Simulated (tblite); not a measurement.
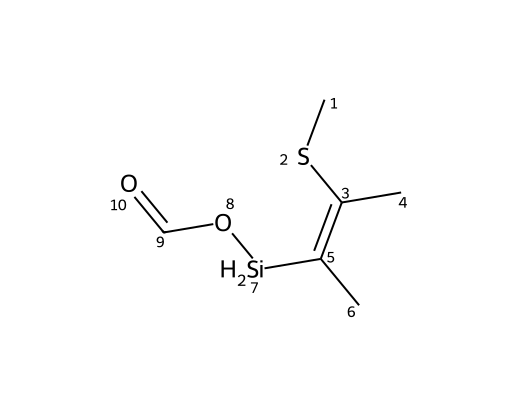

Skeletal drawing with numbered atoms; wedges and dashes mark any stereocentres. The configuration is that of a computed structure (GFN2-xTB).

**Assign CIP descriptors.**

C3=C5: Z.

**Give a SMILES with the stereochemistry.**

CS/C(C)=C(/C)[SiH2]OC=O
